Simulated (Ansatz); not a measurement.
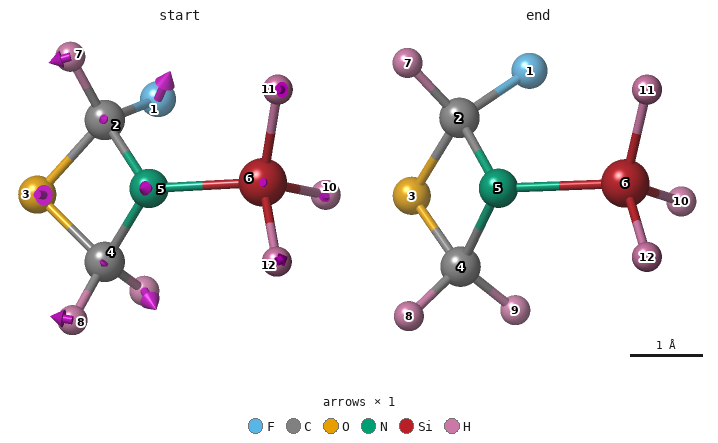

The structure of C₂H₆FNOSi before (left) and after (right) a relaxation, at one scale. The purple arrows give the displacements, at their true length.

The picture is a ball-and-stick view, seen at a tilt.

The run prepares the start of a later molecular dynamics calculation, from a guessed geometry.

Level of theory: RKS r2SCANh-D4/STO-3G in Ansatz. Settings: no spin polarisation; force threshold 0.02 eV/Å; at most 40 steps.

Q: Summarise the run.

A: The atom that moves furthest after the best rigid fit is F1 (0.54 Å). By element the largest moves are F 0.54 Å, H 0.47 Å, O 0.42 Å, N 0.21 Å, C 0.10 Å, Si 0.08 Å. Near-neighbour distances that change, for instance: N5–Si6 1.669 → 1.793 Å, C4–N5 1.398 → 1.517 Å, F1–C2 1.280 → 1.393 Å, O3–C4 1.432 → 1.486 Å. Bond angles that change, for instance: C4–N5–Si6 128.1° → 117.8°, O3–C4–H9 104.3° → 112.6°, C2–N5–Si6 124.2° → 115.9°. Over 10 geometry steps the energy falls by 119.0 kJ/mol. The largest force component goes from 5.2 to 0.011 eV/Å.

Limits of the set-up: STO-3G is a minimal basis, so the numbers are rough.
